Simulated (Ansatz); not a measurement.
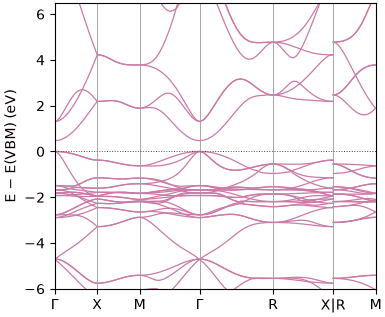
Figure: Band structure from PBE (plane waves, PAW; program Ansatz)

Question: Read off the gap and where the band edges lie.

Answer: About 0.5 eV (0.47 eV by a search for the band edges); maximum at Γ, minimum at Γ.

Question: Which compound is it?
(A) ZnO, Pm-3n (Zn on 6c, O on 6d)
(B) BaTiO3, cubic perovskite
(C) KTaO3, cubic perovskite
(D) Cu2O, Pn-3m (Cu on 4c, O on 2a)

Answer: D, Cu2O, Pn-3m (Cu on 4c, O on 2a)

Symmetry was held in the PBE relaxation. The workflow began spin-polarised and lost its moments. No Hubbard U is applied.

Potentials: the earlier of the program's two PAW sets.
